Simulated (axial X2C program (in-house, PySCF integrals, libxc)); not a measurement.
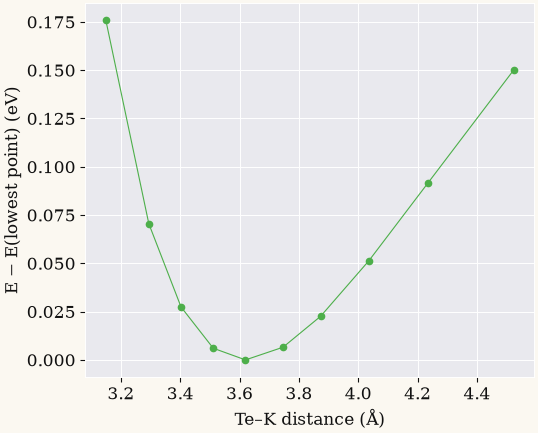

Figure 1. Energy at 10 bond lengths, for one set of occupations held fixed; the line joins the points. A polynomial of degree 6 through 9 points gives rₑ = 3.619 Å, ωₑ = 91.14 cm⁻¹, ωₑxₑ = 0.64 cm⁻¹ and Bₑ = 0.04295 cm⁻¹. The minimum lies 0.43 eV below Te + K⁺, each computed as one determinant at the same level.

Run report: TeK⁺, relativistic diatomic calculation

System: TeK⁺, single determinant with M_S = 1 and |Λ| = 0.
Method: BHandHLYP, spin-free X2C-1e, Te dyall-cv3z, K dyall-cv3z (cores contracted) (axial X2C program (in-house, PySCF integrals, libxc)).

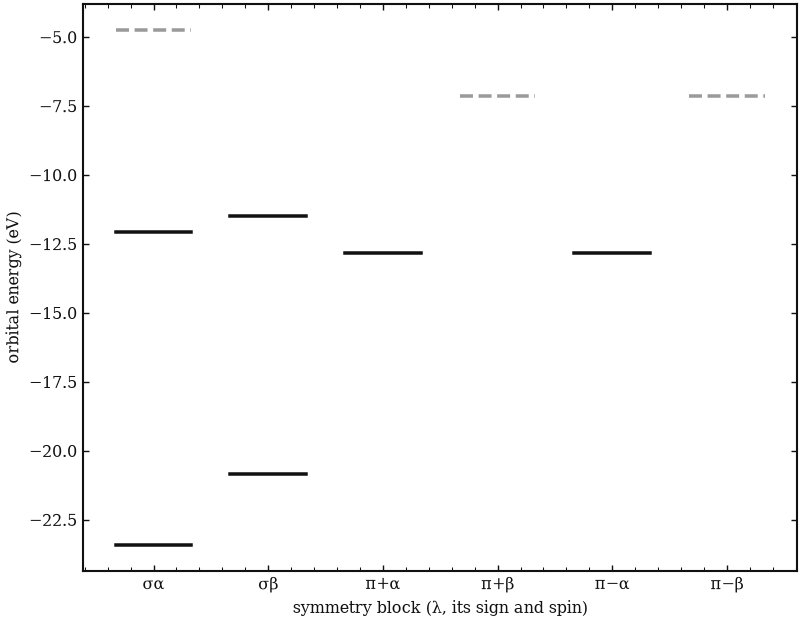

Figure 2. Orbital energies near the frontier at 3.62 Å, filled (solid) and empty (dashed); a label such as π−α means λ = −1 and α spin. The highest filled orbital (σβ; 90 % Te p, 4 % K p) lies at −11.48 eV, the lowest empty one (π−β; 94 % Te p, 3 % K d) at −7.14 eV.

Input and output of the run follow.

**Input file**
```
{"zs": [52, 19], "q": 1, "bas": ["dyall-cv3z", "dyall-cv3z"], "levels": ["PBE0", "HF", "BHandHLYP"], "cc": true, "r0": 3.21, "thr": -1.0, "nmax": 90, "npts": 10, "nst": 2, "ntry": 6}
```

The line is the task of a batch: nuclear charges, charge, bases, the levels to run, a first guess of the distance and further settings. This report covers BHandHLYP without spin-orbit coupling. The log is that of the reference distance 3.62 Å.

The run was one of a batch that the task file lists, launched with:
```bash
python <driver script> task.json out
```

**Output**
```
spin-free X2C-1e  BHandHLYP
basis functions 222  fitting functions 996  grid points 5809
iter        total energy     max residual
   1      -7395.882586486     9.77e-02
   2      -7395.884251470     1.87e-03
   3      -7395.884262604     7.01e-04
   4      -7395.884263233     1.53e-04
   5      -7395.884263349     7.56e-05
   6      -7395.884263356     5.30e-06
converged
one-electron -10425.53043730  Coulomb 3096.45038987  exact exchange -103.80559939  xc functional -107.42598792  nuclear repulsion 144.42737138
```

**The points of the curve**

```tsv
R (Å)	E (hartree)	dipole (D; origin at the first atom, positive when the second is positive)	highest filled (eV)	lowest empty (eV)
3.149	−7395.877802	12.78	−11.92	−7.56
3.294	−7395.881672	13.46	−11.80	−7.43
3.403	−7395.883256	13.98	−11.70	−7.33
3.511	−7395.884041	14.52	−11.59	−7.23
3.620	−7395.884263	15.07	−11.48	−7.14
3.747	−7395.884021	15.73	−11.36	−7.03
3.873	−7395.883432	16.39	−11.23	−6.93
4.036	−7395.882374	17.27	−11.07	−6.80
4.235	−7395.880894	18.36	−10.89	−6.64
4.525	−7395.878739	19.95	−10.63	−6.44
```

**Key numbers**

```tsv
quantity	value
outcome	converged
bond length rₑ	3.619 Å
ωₑ	91.14 cm⁻¹
energy at the minimum	−7395.88426 hartree
depth below the fragments	0.43 eV
largest ⟨S²⟩ along the curve	2.01
hardware	1 thread of Arm Neoverse V2, 24 GiB of memory available, shared host
wall time	4.2 s
peak memory	0.97 GiB
```
